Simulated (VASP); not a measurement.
# Te2Mo with BEEF-vdW: from relaxation to properties

How well does BEEF-vdW reproduce what experiment finds for Te2Mo? The cell is relaxed first, and properties follow on it. The steps: full relaxation (BEEF-vdW), second relaxation, density, ELF and potential (BEEF-vdW), bands along the symmetry lines (BEEF-vdW), density of states (BEEF-vdW), core-level energies (BEEF-vdW) and zone-centre phonons (BEEF-vdW). The start is a cell from a database of measured crystal structures.

Method: BEEF-vdW; plane waves and PAW (Te, Mo_sv), in VASP 6.6.1.

**What experiment says.**

“MBE growth of 2H-MoTe2 and 1T'-MoTe2 on 3D substrates” (2017, arxiv:1705.00651) quotes from earlier work for MoTe2, 2H (bulk crystal, literature): lattice constant a 3.52085 Å [literature value quoted for comparison]; lattice constant c 13.9664 Å [literature value quoted for comparison].

For MoTe2, 2H (commercial single crystal, basal plane, 300 K), “Polarization analysis of first- and second-order Raman scattering from MoTe2 single crystal” (2016, arxiv:1612.06218) gives, by micro-Raman, 632.8 nm, backscattering: Raman mode (E2g^2 (low-frequency interlayer shear mode) at Gamma) 26.9 cm⁻¹ [linewidth close to the spectrometer resolution; Gaussian fit]; Raman mode (E1g at Gamma) 119.6 cm⁻¹ [seen only in the edge-plane configuration, unlike the basal-plane values of the other …]; Raman mode (A1g at Gamma) 173.3 cm⁻¹; Raman mode (E2g^1 at Gamma) 234 cm⁻¹.

Most raw output is cut from this account.

## (1) Set-up

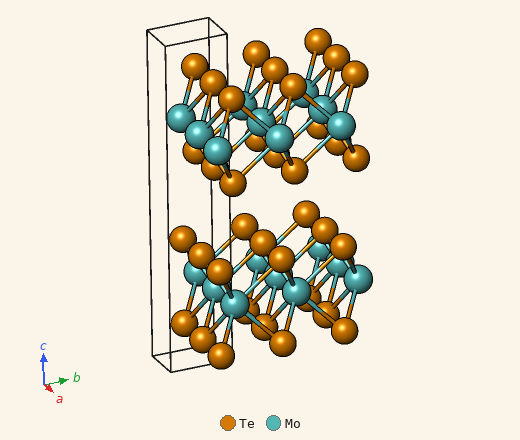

Start, viewed slightly off an axis; tellurium orange, molybdenum teal. 3×3×1 cells are drawn.

## (2) Full relaxation (BEEF-vdW)

Properties are meant for the cell that this level of theory prefers, so cell and atoms are relaxed first (ISIF = 3) until forces and stress are small; EDIFFG sets the threshold. BEEF-vdW is fitted to surface and molecular data. LUSE_VDW switches on a nonlocal correlation term for dispersion.

INCAR reads:

```
SYSTEM = Te2Mo
PREC = Accurate
ENCUT = 400
EDIFF = 1E-06
NELM = 100
ISMEAR = -1
SIGMA = 0.05
LREAL = .FALSE.
ALGO = Normal
GGA = BF
LUSE_VDW = .TRUE.
ZAB_VDW = -1.8867
LASPH = .TRUE.
NBANDS = 32
LORBIT = 11
LWAVE = .FALSE.
LCHARG = .FALSE.
KPAR = 2
IBRION = 2
NSW = 60
ISIF = 3
EDIFFG = -0.01
```

POSCAR reads:

```
Te2Mo
1.0
    3.5182000000      0.0000000000      0.0000000000
   -1.7591000000      3.0468505756      0.0000000000
    0.0000000000      0.0000000000     13.9736000000
Te Mo
4 2
Direct
    0.6666666667      0.3333333333      0.3790000000
    0.3333333333      0.6666666667      0.8790000000
    0.6666666667      0.3333333333      0.1210000000
    0.3333333333      0.6666666667      0.6210000000
    0.6666666667      0.3333333333      0.7500000000
    0.3333333333      0.6666666667      0.2500000000
```

KPOINTS reads:

```
Automatic mesh
0
Gamma
6 6 2
0 0 0
```

Potentials, in the order of the species: Te and Mo_sv (PBE family, release 64).

Run with:

```
$ mpirun -np 2 vasp_std
```

Run time: 17 min. Hardware: 2 MPI ranks of AMD EPYC 7R43, shared host; peak memory 1 GiB; 34 min of CPU time.

The gap is read on the k-mesh alone, so it is an upper bound where the band edges lie off the mesh. The PAW data sets were made with PBE, which is usual practice but a small mismatch for other functionals. The run keeps the 24 symmetry operations of its start, so it cannot find a distortion of lower symmetry.

Relaxation path:

| step | energy less that of the first step (eV) | largest force (eV/Å) | pressure (GPa) | volume (Å³) |
| --- | --- | --- | --- | --- |
| 1 | 0.0000 | 0.3103 | 3.68 | 149.79 |
| 2 | 0.0777 | 0.8988 | -4.37 | 162.55 |
| 3 | -0.0578 | 0.2092 | 0.14 | 154.64 |
| 4 | -0.0578 | 0.1996 | 0.21 | 154.54 |
| 5 | -0.0645 | 0.1341 | 0.12 | 155.46 |
| 6 | -0.0675 | 0.0557 | 0.02 | 156.58 |
| 7 | -0.0723 | 0.0551 | -0.05 | 157.27 |
| 8 | -0.0792 | 0.0517 | -0.23 | 159.31 |
| 9 | -0.0793 | 0.0523 | -0.26 | 159.61 |
| 10 | -0.0742 | 0.1726 | 0.99 | 158.38 |
| 11 | -0.0798 | 0.0027 | 0.03 | 159.33 |

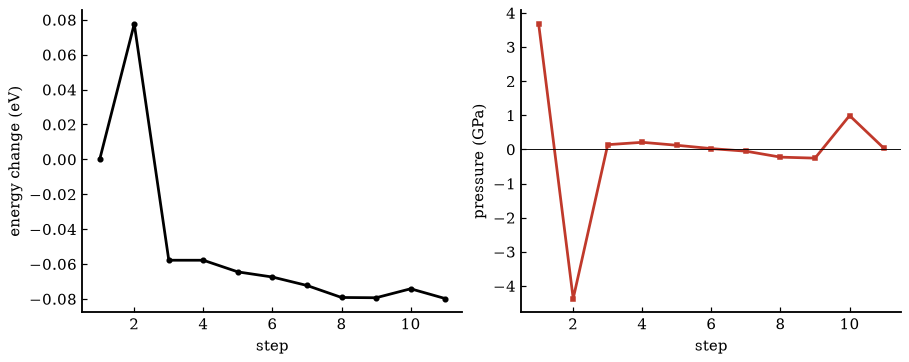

Energy and pressure along the relaxation.

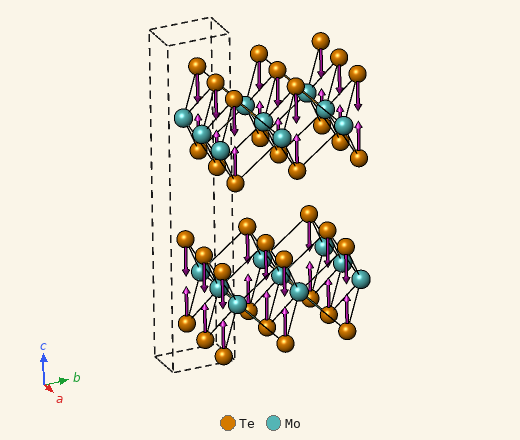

Displacements in the relaxation, exaggerated, measured against the changing cell; the longest in the cell stands for 0.05 Å. 3×3×1 cells are drawn.

| conventional cell, symmetrised | before | after | change |
| --- | --- | --- | --- |
| a (Å) | 3.518 | 3.564 | +1.3 % |
| b (Å) | 3.518 | 3.564 | +1.3 % |
| c (Å) | 13.974 | 14.483 | +3.6 % |
| volume (Å³/atom) | 24.96 | 26.56 | +6.4 % |

The atoms that moved most (Å, as changes of fractional coordinates times the final cell):

```csv
atom,dx,dy,dz,length
Te1,0.000,0.000,-0.051,0.051
Te3,0.000,0.000,0.051,0.051
Te2,0.000,0.000,-0.051,0.051
Te4,0.000,0.000,0.051,0.051
```

Final coordinates:

```cif
data_structure
_symmetry_space_group_name_H-M 'P 1'
_symmetry_Int_Tables_number 1
_cell_length_a 3.5642
_cell_length_b 3.5642
_cell_length_c 14.4826
_cell_angle_alpha 90.000
_cell_angle_beta 90.000
_cell_angle_gamma 120.000
_cell_volume 159.33
loop_
_atom_site_label
_atom_site_type_symbol
_atom_site_fract_x
_atom_site_fract_y
_atom_site_fract_z
_atom_site_occupancy
Te1 Te 0.66667 0.33333 0.37545 1
Te2 Te 0.33333 0.66667 0.87545 1
Te3 Te 0.66667 0.33333 0.12455 1
Te4 Te 0.33333 0.66667 0.62455 1
Mo5 Mo 0.66667 0.33333 0.75000 1
Mo6 Mo 0.33333 0.66667 0.25000 1
```

A gap read on the k-mesh alone can miss the band edges.

Numbers from this step:

```
electrons                       : 52
bands                           : 32
irreducible k-points            : 14
symmetry operations             : 24
free energy (TOTEN)             : -21.33 eV
Fermi energy                    : 7.562 eV
pressure                        : 0.02688 GPa
metallic                        : no
valence top at k                : 0.3333, 0.3333, 0
conduction bottom at k          : 0.1667, 0.1667, 0
least direct gap at k           : 0.3333, 0.3333, 0
SCF cycles over all ionic steps : 114
gap on the k-mesh               : 0.9404 eV
least direct gap on the k-mesh  : 0.9891 eV
```

It ends with a largest force of 0.003 eV/Å and a pressure of 0.03 GPa. The volume lies +6.4 % from that of the database's start.

## (3) Second relaxation

The basis stayed that of the start cell while the cell moved. A rerun from the cell reached resets it; the error of the finite cutoff stays.

INCAR is that of step 2.

POSCAR reads:

```
Te2Mo
1.0
    3.5641940445      0.0000000000      0.0000000000
   -1.7820970223      3.0866825866      0.0000000000
    0.0000000000      0.0000000000     14.4825946787
Te Mo
4 2
Direct
    0.6666666667      0.3333333333      0.3754481399
    0.3333333333      0.6666666667      0.8754481399
    0.6666666667      0.3333333333      0.1245518601
    0.3333333333      0.6666666667      0.6245518601
    0.6666666667      0.3333333333      0.7500000000
    0.3333333333      0.6666666667      0.2500000000
```

KPOINTS is that of step 2.

Run with:

```
$ mpirun -np 2 vasp_std
```

It took 7.6 min on 2 MPI ranks; peak memory 1 GiB; 15 min of CPU time.

The steps of the relaxation:

```
step  energy less that of the first step (eV)  largest force (eV/Å)  pressure (GPa)  volume (Å³)
   1                                   0.0000                0.0036            0.07       159.33
   2                                   0.0000                0.0243           -0.06       159.60
   3                                   0.0000                0.0170           -0.01       159.50
   4                                  -0.0001                0.0134           -0.01       159.60
   5                                  -0.0001                0.0034           -0.03       159.83
   6                                  -0.0002                0.0009           -0.02       159.84
```

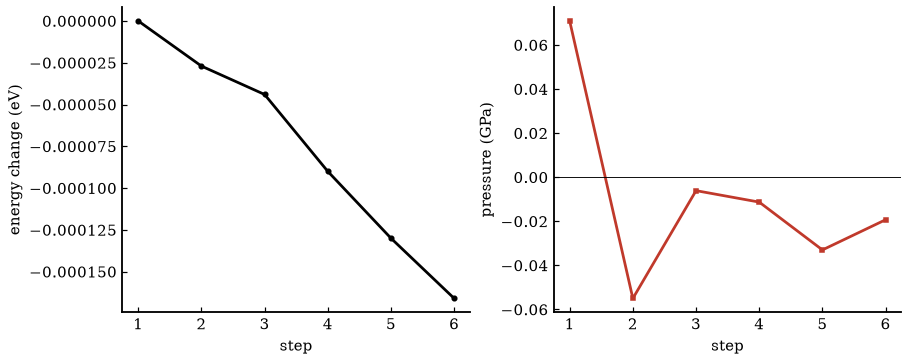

Energy and pressure along the relaxation.

```
conventional cell, symmetrised  before   after  change
                         a (Å)   3.564   3.567  +0.1 %
                         b (Å)   3.564   3.567  +0.1 %
                         c (Å)  14.483  14.503  +0.1 %
              volume (Å³/atom)   26.56   26.64  +0.3 %
```

The relaxed structure:

```xyz
6
Lattice="3.5674 0.0000 0.0000 -1.7837 3.0895 0.0000 0.0000 0.0000 14.5032" Properties=species:S:1:pos:R:3 pbc="T T T"
Te    1.7837    1.0298    5.4414
Te    0.0000    2.0596   12.6930
Te    1.7837    1.0298    1.8102
Te    0.0000    2.0596    9.0618
Mo    1.7837    1.0298   10.8774
Mo    0.0000    2.0596    3.6258
```

Numbers from this step:

| Item | Value |
| --- | --- |
| free energy (TOTEN) | -21.34 eV |
| Fermi energy | 7.522 eV |
| pressure | -0.01931 GPa |
| valence top at k | 0, 0, 0 |
| SCF cycles over all ionic steps | 49 |
| gap on the k-mesh | 0.9473 eV |
| least direct gap on the k-mesh | 0.984 eV |

It ends with a largest force of 0.001 eV/Å and a pressure of -0.02 GPa.

## (4) Density, ELF and potential (BEEF-vdW)

The relaxed cell gets a fresh self-consistent run, on a basis set for its own volume, to fix the density and to check the remaining stress.

Changes to INCAR since step 3:

```diff
@@ -16,7 +16,5 @@
 LWAVE = .FALSE.
-LCHARG = .FALSE.
-KPAR = 2
-IBRION = 2
-NSW = 60
-ISIF = 3
-EDIFFG = -0.01
+LCHARG = .TRUE.
+ISIF = 2
+LELF = .TRUE.
+LVHAR = .TRUE.
```

POSCAR reads:

```
Te2Mo
1.0
    3.5674050606      0.0000000000      0.0000000000
   -1.7837025304      3.0894634081      0.0000000000
    0.0000000000      0.0000000000     14.5031800421
Te Mo
4 2
Direct
    0.6666666667      0.3333333333      0.3751880715
    0.3333333333      0.6666666667      0.8751880715
    0.6666666667      0.3333333333      0.1248119285
    0.3333333333      0.6666666667      0.6248119285
    0.6666666667      0.3333333333      0.7500000000
    0.3333333333      0.6666666667      0.2500000000
```

KPOINTS is that of step 3.

Run with:

```
$ mpirun -np 2 vasp_std
```

Elapsed: 85 s, on 2 MPI ranks; peak memory 0.65 GiB.

Numbers from this step:

| Quantity | Value |
| --- | --- |
| SCF cycles | 15 |
| free energy (TOTEN) | -21.35 eV |
| pressure | -0.02572 GPa |
| gap on the k-mesh | 0.9472 eV |
| least direct gap on the k-mesh | 0.9839 eV |

Valence electrons inside each PAW sphere by angular momentum. Sphere charges, by row:

```csv
atom,s (e),p (e),d (e),tot (e)
Te1,1.376,1.968,0.059,3.403
Te2,1.376,1.968,0.059,3.403
Te3,1.376,1.968,0.059,3.403
Te4,1.376,1.968,0.059,3.403
Mo5,2.244,6.136,3.956,12.34
Mo6,2.244,6.136,3.956,12.34
```

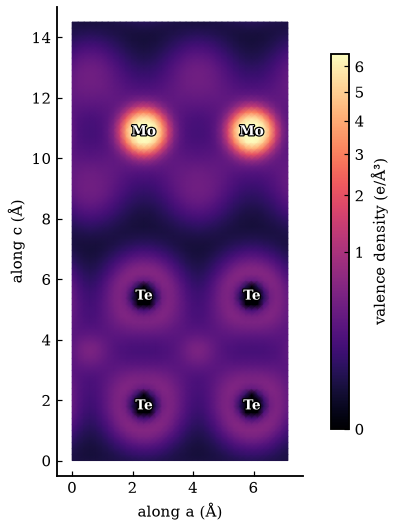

Valence density in the ac plane at fractional y = 0.333, with atoms of Te and Mo within 0.2 Å of it. It is the smooth field of the valence electrons, not physical close to the nuclei. The colour scale is stretched toward low values.

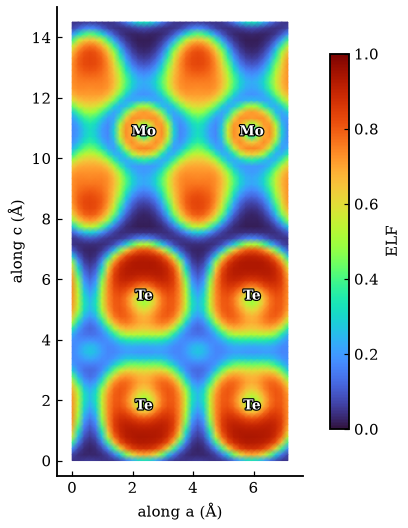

ELF in the ac plane at fractional y = 0.333, with atoms of Te and Mo within 0.2 Å of it. It is the smooth field of the valence electrons, not physical close to the nuclei.

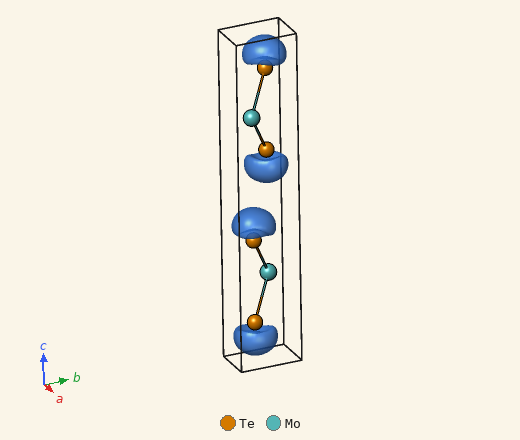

Surface of ELF = 0.85.

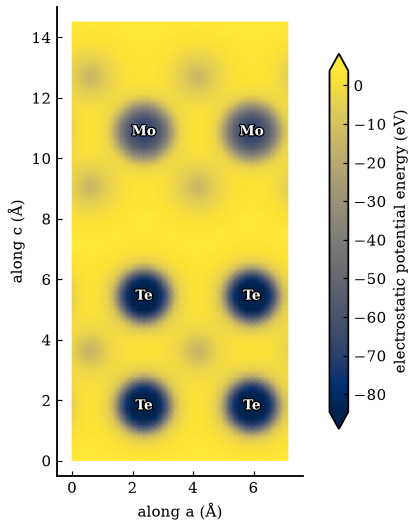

Electrostatic potential energy in the ac plane at fractional y = 0.333, with atoms of Te and Mo within 0.2 Å of it. With pseudopotentials it is smooth inside the atoms' cores, unlike the true potential.

In this run the pressure is -0.03 GPa, small enough to go on.

## (5) Bands along the symmetry lines (BEEF-vdW)

The mesh alone shows little of the dispersion and can miss band extrema, so KPOINTS_OPT adds a path through the symmetry points after the self-consistent cycle.

Changes to INCAR since step 4:

```diff
@@ -13,8 +13,6 @@
 LASPH = .TRUE.
-NBANDS = 32
+NBANDS = 42
 LORBIT = 11
 LWAVE = .FALSE.
-LCHARG = .TRUE.
-ISIF = 2
-LELF = .TRUE.
-LVHAR = .TRUE.
+LCHARG = .FALSE.
+KPAR = 2
```

POSCAR is that of step 4.

KPOINTS is that of step 4.

KPOINTS_OPT reads:

```
Line mode
16
Line-mode
Reciprocal
  0.00000000   0.00000000   0.00000000 GAMMA
  0.50000000   0.00000000   0.00000000 M

  0.50000000   0.00000000   0.00000000 M
  0.33333333   0.33333333   0.00000000 K

  0.33333333   0.33333333   0.00000000 K
  0.00000000   0.00000000   0.00000000 GAMMA

  0.00000000   0.00000000   0.00000000 GAMMA
  0.00000000   0.00000000   0.50000000 A

  0.00000000   0.00000000   0.50000000 A
  0.50000000   0.00000000   0.50000000 L

  0.50000000   0.00000000   0.50000000 L
  0.33333333   0.33333333   0.50000000 H

  0.33333333   0.33333333   0.50000000 H
  0.00000000   0.00000000   0.50000000 A

  0.50000000   0.00000000   0.50000000 L
  0.50000000   0.00000000   0.00000000 M

  0.33333333   0.33333333   0.00000000 K
  0.33333333   0.33333333   0.50000000 H
```

Run with:

```
$ mpirun -np 2 vasp_std
```

Elapsed: 5.3 min, on 2 MPI ranks; peak memory 1 GiB; 11 min of CPU time.

Spin-orbit coupling is off here; with elements this heavy it splits and shifts levels by tenths of an eV or more.

This step gave:

| Property | Result |
| --- | --- |
| SCF cycles | 14 |
| bands | 42 |
| pressure | -0.02540 GPa |
| least gap on mesh and path | 0.8558 eV |
| least direct gap on mesh and path | 0.9839 eV |
| conduction bottom at k | 0.2, 0.2, 0 |

Electronic bands along the path, in eV, zero at the valence-band top; v1 is the highest filled band, c1 the lowest empty one:

```
    point     v4     v3     v2     v1    c1    c2    c3    c4
        Γ  -0.92  -0.82  -0.49   0.00  2.85  2.85  2.93  2.93
        M  -0.81  -0.79  -0.50  -0.31  1.26  1.30  1.49  1.73
        K  -1.73  -1.73  -0.16   0.00  0.98  0.98  1.40  2.14
        Γ  -0.92  -0.82  -0.49   0.00  2.85  2.85  2.93  2.93
        A  -0.94  -0.94  -0.11  -0.11  2.88  2.88  2.88  2.88
        L  -0.79  -0.79  -0.41  -0.41  1.28  1.28  1.62  1.62
        H  -1.82  -1.82  -0.09  -0.09  0.99  0.99  1.74  1.74
        A  -0.94  -0.94  -0.11  -0.11  2.88  2.88  2.88  2.88
jump to L  -0.79  -0.79  -0.41  -0.41  1.28  1.28  1.62  1.62
        M  -0.81  -0.79  -0.50  -0.31  1.26  1.30  1.49  1.73
jump to K  -1.73  -1.73  -0.16   0.00  0.98  0.98  1.40  2.14
        H  -1.82  -1.82  -0.09  -0.09  0.99  0.99  1.74  1.74
```

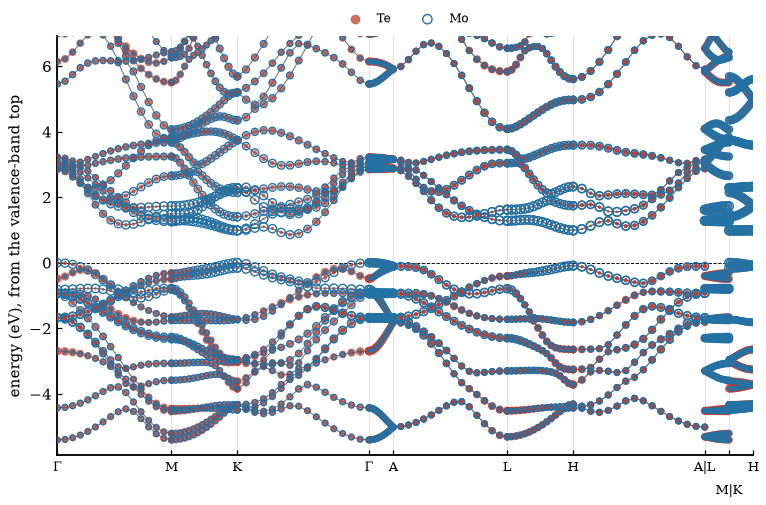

Electronic bands along the path; dots are coloured as in the legend, and their area grows with the weight.

The path lowers the gap by 0.09 eV against the mesh alone, so a band edge lies off the mesh.

## (6) Density of states (BEEF-vdW)

Here the states are counted by energy and projected on the atoms. The mesh is finer than in the run before.

Changes to INCAR since step 5:

```diff
@@ -5,3 +5,3 @@
 NELM = 100
-ISMEAR = -1
+ISMEAR = -5
 SIGMA = 0.05
@@ -18 +18,2 @@
 KPAR = 2
+NEDOS = 2001
```

POSCAR is that of step 5.

KPOINTS reads:

```
Automatic mesh
0
Gamma
9 9 2
0 0 0
```

Run with:

```
$ mpirun -np 2 vasp_std
```

Run time: 2.4 min. Hardware: 2 MPI ranks; peak memory 1.1 GiB.

This step gave:

```
irreducible k-points           : 24
Fermi energy                   : 7.078 eV
pressure                       : -0.02671 GPa
conduction bottom at k         : 0.2222, 0.2222, 0
gap on the k-mesh              : 0.9237 eV
least direct gap on the k-mesh : 0.9860 eV
```

The density of states has structure finer than the step of the table below, so its rows give means over 1 eV, whole bins alone (the curve runs from -12.0 to 3.05 eV). Peaks (eV: height): total -4.3: 13.6, -1.6: 13.2, 1.3: 12.0, 1.7: 13.9; Mo d -1.6: 4.48, 1.3: 8.21, 1.6: 8.61, 2.2: 3.98; Te p -4.3: 4.25, -3.3: 2.37, -1.6: 3.74, -1.4: 3.19; Te s -10.7: 4.78, -10.4: 4.95; Te d -1.6: 0.127, -1.4: 0.132, 1.7: 0.234, 2.3: 0.230.

States under -12.0 eV and over 3.1 eV are left out. Density of states against energy, zero at the valence-band top; means over each step; values in states/eV/cell:

```
energy (eV)  total    Mo d     Te p    Te s     Te d
        -11   4.79  0.0977   0.0390    3.06  0.00222
        -10   1.78  0.0842  0.00769    1.21   6.3e-4
         -9      0       0        0       0        0
         -8      0       0        0       0        0
         -7      0       0        0       0        0
         -6      0       0        0       0        0
         -5   2.58   0.267    0.767  0.0300   0.0129
         -4   4.54   0.688     1.40  0.0739   0.0236
         -3   5.84    1.19     1.75   0.149   0.0489
         -2   6.41    2.12     1.82  0.0710   0.0632
         -1   6.27    2.32     1.59  0.0550   0.0668
          0   2.44    1.13    0.514  0.0150   0.0160
          1   3.18    2.06    0.291  0.0341   0.0364
          2   7.43    3.94     1.24   0.111    0.151
```

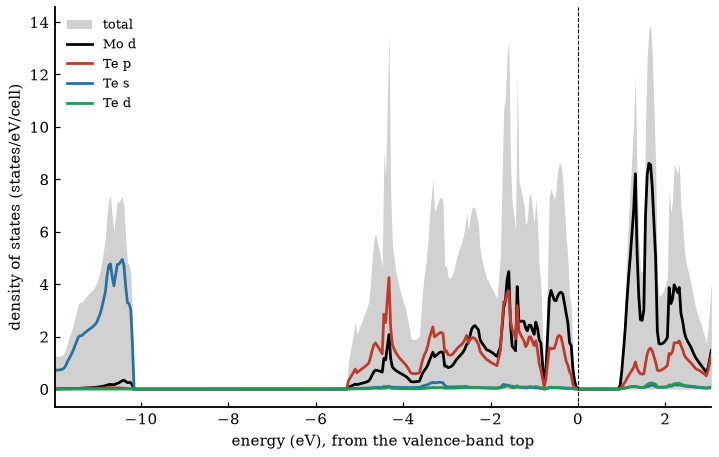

Density of states against energy.

The gap on this mesh is 0.92 eV, over the 0.86 eV of the band run, since this mesh misses a band edge. In the top eV of the valence band the largest shares in the PAW spheres are Mo d 45 % and Te p 22 %. The rest lies in smaller channels or between the spheres.

[end of part 1 of 2]

[Lines on the potential files, build, host, timing and source positions are cut from VASP's logs without a mark.]

[Logs are printed without paths, hosts, clocks, repeated set-up lines and the standing remarks that a program may print on its own settings, such as how far it seeks lower states.]

[Hosts, paths, dates, database ids (printed as entryN), source tags and the programs' standing remarks are cut or masked in the printed files.]

[A measured line is paired with the nearest computed mode of its activity, which favours agreement.]

[In band tables of VASP the shares of atoms and orbitals are scaled to a sum of 1 inside the atoms' spheres.]
